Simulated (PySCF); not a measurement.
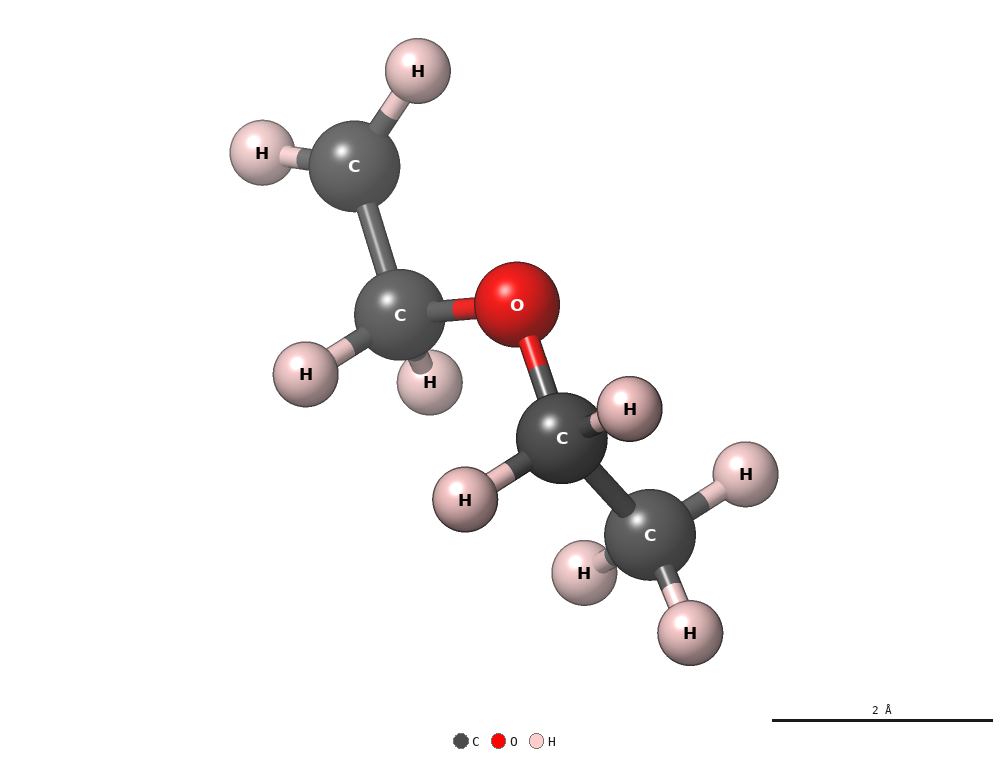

Depth is shown by fading: the farther an atom, the more it takes the colour of the background. State: neutral, doublet. Computed geometry: PBE0-D3(BJ)/def2-SVP optimisation. No frequency run is at hand to confirm it as a minimum. Masses are those of the most abundant isotopes; constants are for the rigid equilibrium geometry.

Question: What kind of rotor is it, and what are its rotational constants in cm⁻¹?

Answer: An asymmetric top (C1): A = 0.480, B = 0.0869, C = 0.0814 cm⁻¹. Ray's parameter κ is −0.97, close to the prolate limit.
